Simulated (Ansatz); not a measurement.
# Phonons of La2O3 (P-3m1) against volume

Aim: how do the optical modes of La2O3 (P-3m1) move with volume?

Calculated with Ansatz 0.2.0; DFT PBE, scalar-relativistic, plane waves, PAW; PAW set soft_1.

## Step 1: Set-up

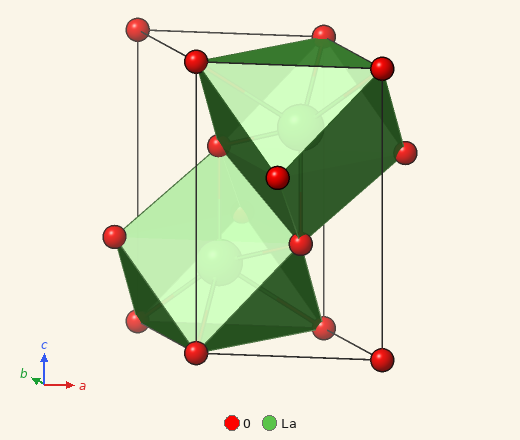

The cell as given, slightly off an axis (oxygen red, lanthanum green). Bonds to atoms that aren't drawn are left out. Some periodic images of atoms are drawn too.

## Step 2: Relaxation

The cell and atoms are relaxed, since residual forces and stress would shift the frequencies.

File input.yaml:

```yaml
crystal:
  lattice:
    - [3.930777878, 0.0, 0.0]
    - [-1.965388939, 3.404153499, 0.0]
    - [0.0, 0.0, 6.11195352]
  atoms:
    - { symbol: O, position: [0.66666667, 0.33333333, 0.35410935] }
    - { symbol: O, position: [0.33333333, 0.66666667, 0.64589065] }
    - { symbol: O, position: [0.0, 0.0, 0.0] }
    - { symbol: La, position: [0.66666667, 0.33333333, 0.75376432] }
    - { symbol: La, position: [0.33333333, 0.66666667, 0.24623568] }
kpoints:
  mp_grid: { grid: [9, 9, 4] }
hamiltonian:
  xc: pbe
  pseudopotentials: { kind: paw, azcp: { folder: soft_1 } }
scf:
  occupations: { method: gaussian, width: 0.02 }
output:
  forces: true
  stress: true
  eigenvalues: true
  write_density: true
  write_potential: true
  elf: true
  volumetric_format: npy
relax:
  adjacent_minimum: "off"
  f_tol: 0.005
  max_steps: 80
  cell: { stress_tol: 0.05 }
```

Command:

```sh
$ ansatz run input.yaml --threads 4 --pin off --max-ram 16384MiB --backend cpu --events-out ev --progress --plain --runs-dir out
```

Numbers of over 12 decimals in the logs are rounded to 6 here.

Log:

```text
Engine: ansatz 0.2.0, x86_64-unknown-linux-gnu
Pseudopotentials: kind: paw
Pseudopotential: O, paw, valence charge 6, recommended cutoff 420 eV (normal), soft_1/O.paw.azcp
Pseudopotential: La, paw, valence charge 11, recommended cutoff 420 eV (normal), soft_1/La.paw.azcp
Functional definition: PBE
  parameter kappa = 0.804
  parameter beta = 0.066725
  exchange = pbe_x(kappa = kappa, mu = beta*pi^2/3)
  correlation = pbe_c(beta = beta)
Crystal: 5 atoms, lattice volume = 81.784 Å³
Basis set: ecut = 420 eV, 1641 PW (Γ), exchange–correlation on 54×54×90 points (8 copies of the dense FFT grid, shifted against one another)
Bands: 25, of which v1, the nominal top of the filled ones, is band 20 counted from 1 (19 counted from 0)
Symmetry: 12 space group operations
Space group: P-3m1 (ITA 164), of the structure as read, at distance tolerance 4.3e-5 Å
k-points: 43 of 324
Non-local potential: O, projectors of the file, l = 0: 2, l = 1: 2, l = 2: 1
Non-local potential: La, projectors of the file, l = 0: 3, l = 1: 2, l = 2: 2, l = 3: 3
PAW form: soft (Blöchl's): semilocal exchange-correlation on the pseudo side does not see the compensation charge
PAW one-centre angular grid: O, 110 points (default); XC on 64 Gauss nodes
PAW one-centre angular grid: La, 590 points (default); XC on 64 Gauss nodes
Initial density: superposition of atomic densities (chi_scale 0.1, normalization cell, long waves kept (reshape's long-wave potential 0.03 eV rms))
Initial wavefunctions: pseudopotential atomic-orbital guess
Functional: x = pbe(κ = 0.804, μ = 0.219515), c = pbe(β = 0.066725)
SCF iter   1: F=—  HF=-14212.845209 eV  |F-HF|=—  |Δ(HF+E_count)|=         —  Δρ=6.10e-2  dr2=2.88e0  ethr=3.10e-3  ⟨swp⟩=5.2  Hψ=4810  notcnv=0
preconditioner: auto → Resta (q_TF=auto, 2.422 Å⁻¹)  ε∞=5.5  [insulator: Δε(μ)=2.965 eV  Ē_g=11.660 eV  σ=0.020 eV  W_gap=1.00  n_scr=22 (ndim 8)  ℏωp=24.6 eV  f_vac=0.000  D(μ)=0.00/eV (n_scr^D=0)  ε∞_Penn≈5.5]
SCF iter   2: F=—  HF=-14212.537586 eV  |F-HF|=—  |Δ(HF+E_count)|=   3.08e-1  Δρ=3.03e-2  dr2=9.50e-1  ethr=3.10e-3  ⟨swp⟩=5.2  Hψ=2780  notcnv=0  defer=44
SCF iter   3: F=—  HF=-14212.464075 eV  |F-HF|=—  |Δ(HF+E_count)|=   7.35e-2  Δρ=1.61e-2  dr2=2.69e-1  ethr=2.37e-3  ⟨swp⟩=2.4  Hψ=1753  notcnv=0  defer=43
SCF iter   4: F=—  HF=-14212.480984 eV  |F-HF|=—  |Δ(HF+E_count)|=   1.69e-2  Δρ=6.36e-3  dr2=4.39e-2  ethr=6.72e-4  ⟨swp⟩=4.7  Hψ=2452  notcnv=0  defer=43
SCF iter   5: F=—  HF=-14212.486212 eV  |F-HF|=—  |Δ(HF+E_count)|=   5.23e-3  Δρ=3.58e-3  dr2=1.12e-2  ethr=1.10e-4  ⟨swp⟩=5.3  Hψ=2386  notcnv=0  defer=43
SCF iter   6: F=—  HF=-14212.486813 eV  |F-HF|=—  |Δ(HF+E_count)|=   6.01e-4  Δρ=9.89e-4  dr2=8.98e-4  ethr=2.81e-5  ⟨swp⟩=2.8  Hψ=1676  notcnv=0  defer=44
SCF iter   7: F=—  HF=-14212.488366 eV  |F-HF|=—  |Δ(HF+E_count)|=   1.55e-3  Δρ=2.12e-4  dr2=4.78e-5  ethr=2.24e-6  ⟨swp⟩=3.2  Hψ=2078  notcnv=0  defer=43
SCF iter   8: F=—  HF=-14212.488432 eV  |F-HF|=—  |Δ(HF+E_count)|=   6.57e-5  Δρ=6.03e-5  dr2=3.75e-6  ethr=1.19e-7  ⟨swp⟩=2.4  Hψ=2014  notcnv=0  defer=43
SCF iter   9: F=—  HF=-14212.488435 eV  |F-HF|=—  |Δ(HF+E_count)|=   3.03e-6  Δρ=1.70e-5  dr2=2.60e-7  ethr=9.38e-9  ⟨swp⟩=2.1  Hψ=1822  notcnv=0  defer=43
SCF iter  10: F=-14212.488435 eV  HF=-14212.488435 eV  |F-HF|=4.32e-9  |Δ(HF+E_count)|=   9.01e-8  Δρ=3.00e-6  dr2=9.82e-9  ethr=2.50e-10  ⟨swp⟩=20.9  Hψ=10249  notcnv=0
SCF 1 converged in 10 iterations: F = -14212.488435 eV  dr2 = 9.82e-9
  greatest PAW one-centre occupation: 0.971 electrons in one spin orbital (limit 2), on the La atom at site 4 (counted from 0), in its partial waves of l = 0
relax step   1: F+E_penalty+E_count = -14212.48843475 eV  Δ(F+E_penalty+E_count) = +0.000e0 eV  max|allowed force component| = 1.719e-2 eV/Å  Δτ_max = 0.0000 Å  P = +1.911 GPa  Ω = 81.784 Å³  (10 SCF iters, dr2 threshold 1.00e-7 eV, accepted)
Crystal: 5 atoms, lattice volume = 85.621 Å³
Basis set: ecut = 420 eV, 1701 PW (Γ), exchange–correlation on 54×54×90 points (8 copies of the dense FFT grid, shifted against one another)
Initial density: handed on by an earlier stage of this run
Initial wavefunctions: those handed on with the density
iter 1 solved again at ethr=9.68e-5 eV; its pass at ethr=3.10e-3 eV (dr2=3.87e-2 eV) is discarded
SCF iter   1: F=—  HF=-14212.467100 eV  |F-HF|=—  |Δ(HF+E_count)|=         —  Δρ=4.85e-3  dr2=3.92e-2  ethr=9.68e-5  ⟨swp⟩=2.6  Hψ=9518  notcnv=0
preconditioner: auto → Resta (q_TF=auto, 2.403 Å⁻¹)  ε∞=4.8  [insulator: Δε(μ)=3.620 eV  Ē_g=12.382 eV  σ=0.020 eV  W_gap=1.00  n_scr=22 (ndim 8)  ℏωp=24.1 eV  f_vac=0.026  D(μ)=0.00/eV (n_scr^D=0)  ε∞_Penn≈4.8]
SCF iter   2: F=—  HF=-14212.460598 eV  |F-HF|=—  |Δ(HF+E_count)|=   6.50e-3  Δρ=2.58e-3  dr2=8.46e-3  ethr=9.68e-5  ⟨swp⟩=5.1  Hψ=2397  notcnv=0
SCF iter   3: F=—  HF=-14212.459496 eV  |F-HF|=—  |Δ(HF+E_count)|=   1.10e-3  Δρ=1.97e-3  dr2=4.04e-3  ethr=2.11e-5  ⟨swp⟩=4.0  Hψ=2317  notcnv=0
SCF iter   4: F=—  HF=-14212.458903 eV  |F-HF|=—  |Δ(HF+E_count)|=   5.93e-4  Δρ=3.98e-4  dr2=1.56e-4  ethr=1.01e-5  ⟨swp⟩=4.1  Hψ=2054  notcnv=0  defer=1
SCF iter   5: F=—  HF=-14212.458904 eV  |F-HF|=—  |Δ(HF+E_count)|=   1.12e-6  Δρ=3.41e-4  dr2=9.74e-5  ethr=3.90e-7  ⟨swp⟩=2.3  Hψ=1933  notcnv=0  defer=1
SCF iter   6: F=—  HF=-14212.458895 eV  |F-HF|=—  |Δ(HF+E_count)|=   9.33e-6  Δρ=8.20e-5  dr2=5.71e-6  ethr=2.43e-7  ⟨swp⟩=2.0  Hψ=1504  notcnv=0  defer=2
SCF iter   7: F=-14212.458904 eV  HF=-14212.458903 eV  |F-HF|=7.31e-7  |Δ(HF+E_count)|=   8.23e-6  Δρ=1.77e-5  dr2=3.80e-7  ethr=1.25e-9  ⟨swp⟩=13.3  Hψ=10806  notcnv=0
SCF 2 converged in 7 iterations: F = -14212.458904 eV  dr2 = 3.80e-7
relax step   2: F+E_penalty+E_count = -14212.45890386 eV  Δ(F+E_penalty+E_count) = +2.953e-2 eV  max|allowed force component| = 3.694e-1 eV/Å  Δτ_max = 0.0376 Å  P = -2.673 GPa  Ω = 85.621 Å³  energy of the carried Pulay correction = -6.051e-3 eV  (7 SCF iters, dr2 threshold 5.00e-7 eV, rejected (line search))
Crystal: 5 atoms, lattice volume = 83.174 Å³
iter 1 solved again at ethr=4.99e-5 eV; its pass at ethr=3.10e-3 eV (dr2=2.00e-2 eV) is discarded
SCF iter   1: F=—  HF=-14212.498911 eV  |F-HF|=—  |Δ(HF+E_count)|=         —  Δρ=3.59e-3  dr2=2.06e-2  ethr=4.99e-5  ⟨swp⟩=2.6  Hψ=9009  notcnv=0
preconditioner: auto → Resta (q_TF=auto, 2.415 Å⁻¹)  ε∞=4.9  [insulator: Δε(μ)=3.858 eV  Ē_g=12.429 eV  σ=0.020 eV  W_gap=1.00  n_scr=22 (ndim 8)  ℏωp=24.4 eV  f_vac=0.021  D(μ)=0.00/eV (n_scr^D=0)  ε∞_Penn≈4.9]
SCF iter   2: F=—  HF=-14212.495293 eV  |F-HF|=—  |Δ(HF+E_count)|=   3.62e-3  Δρ=1.87e-3  dr2=4.07e-3  ethr=4.99e-5  ⟨swp⟩=4.6  Hψ=2104  notcnv=0
SCF iter   3: F=—  HF=-14212.494611 eV  |F-HF|=—  |Δ(HF+E_count)|=   6.81e-4  Δρ=1.25e-3  dr2=1.62e-3  ethr=1.02e-5  ⟨swp⟩=3.4  Hψ=2145  notcnv=0  defer=1
SCF iter   4: F=—  HF=-14212.494355 eV  |F-HF|=—  |Δ(HF+E_count)|=   2.56e-4  Δρ=2.61e-4  dr2=5.96e-5  ethr=4.05e-6  ⟨swp⟩=2.5  Hψ=1676  notcnv=0
SCF iter   5: F=—  HF=-14212.494356 eV  |F-HF|=—  |Δ(HF+E_count)|=   6.22e-7  Δρ=2.32e-4  dr2=4.34e-5  ethr=1.49e-7  ⟨swp⟩=2.0  Hψ=1919  notcnv=0
SCF iter   6: F=—  HF=-14212.494350 eV  |F-HF|=—  |Δ(HF+E_count)|=   5.77e-6  Δρ=4.81e-5  dr2=2.11e-6  ethr=1.08e-7  ⟨swp⟩=2.0  Hψ=1461  notcnv=0
SCF iter   7: F=—  HF=-14212.494353 eV  |F-HF|=—  |Δ(HF+E_count)|=   3.22e-6  Δρ=9.81e-6  dr2=1.09e-7  ethr=5.28e-9  ⟨swp⟩=2.0  Hψ=1765  notcnv=0
SCF iter   8: F=—  HF=-14212.494353 eV  |F-HF|=—  |Δ(HF+E_count)|=   2.53e-7  Δρ=3.11e-6  dr2=7.32e-9  ethr=2.73e-10  ⟨swp⟩=2.1  Hψ=1794  notcnv=0
SCF iter   9: F=—  HF=-14212.494353 eV  |F-HF|=—  |Δ(HF+E_count)|=   2.67e-8  Δρ=5.07e-7  dr2=2.07e-10  ethr=1.83e-11  ⟨swp⟩=2.0  Hψ=1856  notcnv=0
SCF iter  10: F=-14212.494353 eV  HF=-14212.494353 eV  |F-HF|=5.46e-12  |Δ(HF+E_count)|=  5.71e-10  Δρ=8.10e-8  dr2=4.76e-12  ethr=1.00e-12  ⟨swp⟩=9.3  Hψ=6745  notcnv=0
SCF 3 converged in 10 iterations: F = -14212.494353 eV  dr2 = 4.76e-12
relax step   3: F+E_penalty+E_count = -14212.49435342 eV  Δ(F+E_penalty+E_count) = -5.919e-3 eV  max|allowed force component| = 3.249e-2 eV/Å  Δτ_max = 0.0087 Å  P = -0.021 GPa  Ω = 83.174 Å³  energy of the carried Pulay correction = -2.224e-3 eV  (10 SCF iters, accepted)
[...]
relax step   4: F+E_penalty+E_count = -14212.49448214 eV  Δ(F+E_penalty+E_count) = -1.287e-4 eV  max|allowed force component| = 2.030e-2 eV/Å  Δτ_max = 0.0010 Å  P = -0.006 GPa  Ω = 83.152 Å³  energy of the carried Pulay correction = -2.189e-3 eV  (4 SCF iters, dr2 threshold 7.38e-8 eV, accepted)
[...]
relax step   5: F+E_penalty+E_count = -14212.49461598 eV  Δ(F+E_penalty+E_count) = -1.338e-4 eV  max|allowed force component| = 5.268e-3 eV/Å  Δτ_max = 0.0027 Å  P = +0.023 GPa  Ω = 83.155 Å³  energy of the carried Pulay correction = -2.194e-3 eV  (5 SCF iters, dr2 threshold 5.43e-8 eV, accepted)
[...]
relax step   6: F+E_penalty+E_count = -14212.49460923 eV  Δ(F+E_penalty+E_count) = +6.748e-6 eV  max|allowed force component| = 2.168e-4 eV/Å  Δτ_max = 0.0002 Å  P = -0.002 GPa  Ω = 83.162 Å³  energy of the carried Pulay correction = -2.205e-3 eV  (6 SCF iters, dr2 threshold 1.73e-9 eV, accepted)
[...]
relax step   7: F+E_penalty+E_count = -14212.49725855 eV  Δ(F+E_penalty+E_count) = -2.649e-3 eV  max|allowed force component| = 1.769e-4 eV/Å  Δτ_max = 0.0000 Å  P = +0.058 GPa  Ω = 83.162 Å³  stress off target by 9.17e-2 GPa  SCF on the basis re-selected at this cell (its energy is not comparable with the rows above)  (7 SCF iters)
[...]
relax step   8: F+E_penalty+E_count = -14212.49719224 eV  Δ(F+E_penalty+E_count) = +6.631e-5 eV  max|allowed force component| = 1.521e-5 eV/Å  Δτ_max = 0.0004 Å  P = +0.002 GPa  Ω = 83.213 Å³  energy of the carried Pulay correction = -8.311e-5 eV  (6 SCF iters, dr2 threshold 2.10e-8 eV, accepted)
iter 1 solved again at ethr=3.77e-8 eV; its pass at ethr=3.10e-3 eV (dr2=1.51e-5 eV) is discarded
SCF iter   1: F=—  HF=-14212.497305 eV  |F-HF|=—  |Δ(HF+E_count)|=         —  Δρ=6.74e-6  dr2=8.02e-9  ethr=3.77e-8  ⟨swp⟩=4.6  Hψ=8853  notcnv=0
preconditioner: auto → Resta (q_TF=auto, 2.415 Å⁻¹)  ε∞=4.9  [insulator: Δε(μ)=3.864 eV  Ē_g=12.441 eV  σ=0.020 eV  W_gap=1.00  n_scr=22 (ndim 8)  ℏωp=24.4 eV  f_vac=0.022  D(μ)=0.00/eV (n_scr^D=0)  ε∞_Penn≈4.9]
SCF iter   2: F=—  HF=-14212.497288 eV  |F-HF|=—  |Δ(HF+E_count)|=   1.73e-5  Δρ=3.65e-6  dr2=4.00e-9  ethr=2.00e-11  ⟨swp⟩=3.0  Hψ=2764  notcnv=0
SCF iter   3: F=—  HF=-14212.497288 eV  |F-HF|=—  |Δ(HF+E_count)|=   2.79e-9  Δρ=2.09e-6  dr2=9.08e-10  ethr=1.00e-11  ⟨swp⟩=2.0  Hψ=1460  notcnv=0
SCF iter   4: F=—  HF=-14212.497288 eV  |F-HF|=—  |Δ(HF+E_count)|=   2.14e-9  Δρ=3.98e-7  dr2=1.68e-10  ethr=2.27e-12  ⟨swp⟩=2.0  Hψ=1805  notcnv=0
SCF iter   5: F=-14212.497288 eV  HF=-14212.497288 eV  |F-HF|=5.28e-11  |Δ(HF+E_count)|=  1.15e-10  Δρ=1.90e-7  dr2=3.28e-11  ethr=1.00e-12  ⟨swp⟩=9.1  Hψ=6156  notcnv=0
SCF 9 converged in 5 iterations: F = -14212.497288 eV  dr2 = 3.28e-11
relax step   9: F+E_penalty+E_count = -14212.49728802 eV  Δ(F+E_penalty+E_count) = -9.578e-5 eV  max|allowed force component| = 1.764e-5 eV/Å  Δτ_max = 0.0000 Å  P = +0.003 GPa  Ω = 83.213 Å³  stress off target by 7.43e-3 GPa  SCF on the basis re-selected at this cell (its energy is not comparable with the rows above)  (5 SCF iters)
basis re-selected at this cell: Δ(F+E_penalty+E_count) = -9.578e-5 eV, ΔP = +0.001 GPa vs the last step (what re-selecting the basis moved, of the pressure what is left beyond the Pulay correction that the steps carried, after the strain that the cell walked since its last selection, with what the two solves' SCF thresholds leave and, on support functions, any second-order correction that the steps lacked; it is no m [...]
SCF converged after 5 iterations
Free energy (F): -14212.497288 eV
Harris-Foulkes:  -14212.497288 eV  (|F-HF|=5.28e-11)
Internal energy: -14212.497288 eV  (E = F + TS)
E sigma→0 (E₀):  -14212.497288 eV
Fermi energy:    11.322357 eV
--- Per-component energies (eV) ---
  E_band       = -18.641424
  E_kinetic    = 879.874074
  E_local      = -1516.179300  (includes V_loc(G=0)·N_el)
  E_nonlocal   = 331.261814
  E_hartree    = 565.193350
  E_xc         = -503.916146
  E_vxc        = -568.400802  (∫ρ·V_xc dr)
  E_paw        = -11320.967095  (= ΣΔE_a)
  E_vpaw       = -275.586185  (= ΣTr[D̂ρ^β])
  E_aug_tail   = 0.002256  (compensation charges beyond the density's cutoff)
  E_ewald      = -2647.766241
  E_smearing   = -0.000000  (= −TS)
  E_closure    = 0.000000  (closes the sum)
  Σ components = -14212.497288   (vs F -14212.497288, Δ=0.00e0)
--- Forces (eV/Å), atoms counted from 1 ---
  atom   1  O      0.00000000    -0.00000000    -0.00000821
  atom   2  O     -0.00000000     0.00000000     0.00000821
  atom   3  O      0.00000000     0.00000000     0.00000000
  atom   4  La    -0.00000000     0.00000000     0.00001764
  atom   5  La     0.00000000     0.00000000    -0.00001764
  max |Σ_I F_I| component: 4.63e-18 eV/Å
--- Stress (GPa, compression-positive) ---
        0.000803      -0.000000       0.000000
       -0.000000       0.000803       0.000000
        0.000000       0.000000       0.007431
  P = ⅓ Tr σ = 0.0030 GPa (0.030 kbar)
--- Band table (eV; the first three rows and the last of 43) ---
  k-point 0: bands = [... 16 lower, 7.7866, 9.0552, 9.0552, 9.3090, 13.6301, 13.9902, 13.9902, 14.4474, ... 1 higher]
  k-point 1: bands = [... 16 lower, 8.1300, 9.0208, 9.0953, 9.0953, 13.7702, 14.0401, 14.0401, 14.4470, ... 1 higher]
  k-point 2: bands = [... 16 lower, 8.4266, 8.6494, 9.1407, 9.1407, 13.9994, 14.0848, 14.0848, 14.2285, ... 1 higher]
  k-point 42: bands = [... 16 lower, 8.8621, 9.1308, 9.1308, 9.1748, 13.6086, 14.1810, 14.2206, 14.2206, ... 1 higher]
--- Relaxed structure (7 steps of the walk, 6 accepted, 2 SCFs on fresh bases) ---
  F+E_penalty+E_count = -14212.49728802 eV   max|allowed force component| = 1.764e-5 eV/Å   (the final SCF, on the basis selected at the relaxed cell)
  cell:  # Å, volume = 83.2131 Å³
    - [3.940573, 0, 7.516500708661027e-18]
    - [-1.970286, 3.412636, -3.758250354330513e-18]
    - [1.1687382088258774e-17, 0, 6.187891]
  atoms:
    - { symbol: O, position: [0.666667, 0.333333, 0.354689] }
    - { symbol: O, position: [0.333333, 0.666667, 0.645311] }
    - { symbol: O, position: [0, 0, 0] }
    - { symbol: La, position: [0.666667, 0.333333, 0.752628] }
    - { symbol: La, position: [0.333333, 0.666667, 0.247372] }
```

It took 9.1 s on 4 threads of Intel Xeon 6975P-C (Granite Rapids), shared host; peak memory 0.64 GiB.

Relaxation path:

```
step  energy less that of the first step (eV)  largest force component (eV/Å)  pressure (GPa)  volume (Å³)
   1                                   0.0000                          0.0172            1.91        81.78
   2                                   0.0295                          0.3694           -2.67        85.62
   3                                  -0.0059                          0.0325           -0.02        83.17
   4                                  -0.0060                          0.0203           -0.01        83.15
   5                                  -0.0062                          0.0053            0.02        83.15
   6                                  -0.0062                          0.0002            0.00        83.16
  7*                                  -0.0088                          0.0002            0.06        83.16
   8                                  -0.0088                          0.0000            0.00        83.21
  9*                                  -0.0089                          0.0000            0.00        83.21
```

Relaxation steps marked * repeat the geometry before them on a plane-wave basis chosen anew for their cell, so energy and pressure can jump there. Relaxation step 2 was tried and not accepted.

Forces are held to the 12 operations that the run works with; a distortion that breaks them can't arise in this run.

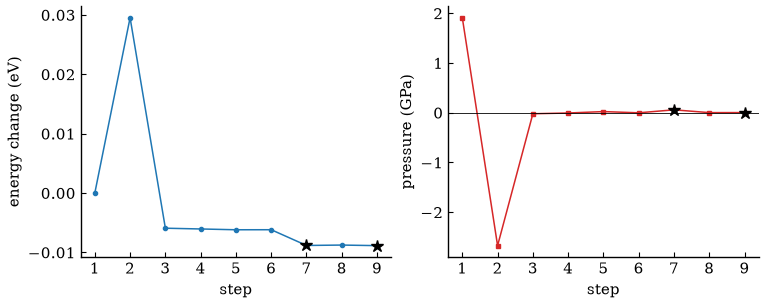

Energy and pressure along the relaxation. Stars mark steps on a basis chosen anew.

```
conventional cell, symmetrised  before  after  change
                         a (Å)   3.931  3.941  +0.2 %
                         b (Å)   3.931  3.941  +0.2 %
                         c (Å)   6.112  6.188  +1.2 %
              volume (Å³/atom)   16.36  16.64  +1.7 %
```

This step gave:

```
pressure          : 0.003012 GPa
gap on the k-mesh : 3.864 eV
volume per atom   : 16.64 Å³
```

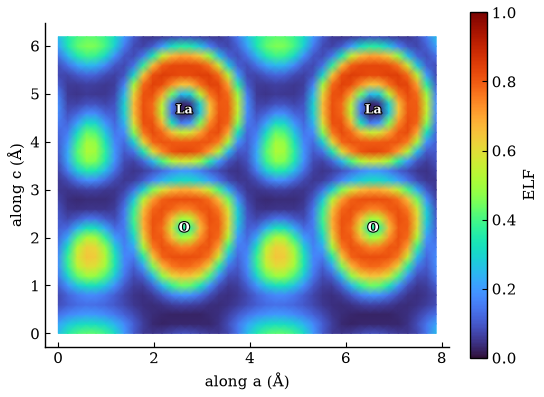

ELF in the ac plane at fractional y = 0.333, with atoms of O and La within 0.2 Å of it. It is the smooth field of the valence electrons, not physical close to the nuclei.

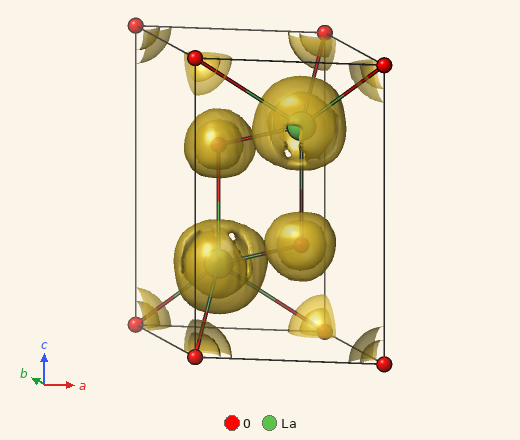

Surface of ELF = 0.8. Bonds to atoms that aren't drawn are left out.

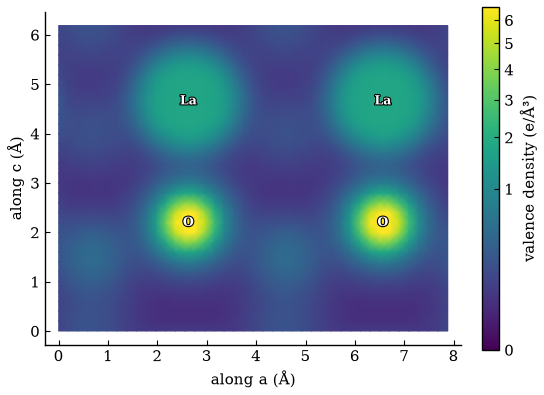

Valence density in the ac plane at fractional y = 0.333, with atoms of O and La within 0.2 Å of it. It is the smooth field of the valence electrons, not physical close to the nuclei. The colour scale is stretched toward low values.

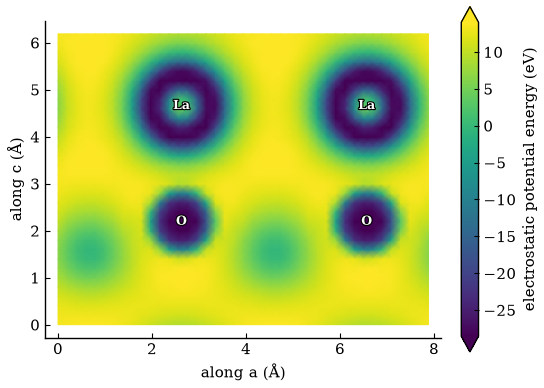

Electrostatic potential energy in the ac plane at fractional y = 0.333, with atoms of O and La within 0.2 Å of it. With pseudopotentials it is smooth inside the atoms' cores, unlike the true potential.

In this step the volume went from 16.36 to 16.64 Å³/atom.

(Continued in part 2 of 4.)

[Logs are printed without paths, hosts, clocks, repeated set-up lines and the standing remarks that a program may print on its own settings, such as how far it seeks lower states.]

[Hosts, paths, dates, database ids (printed as entryN), source tags and the programs' standing remarks are cut or masked in the printed files.]
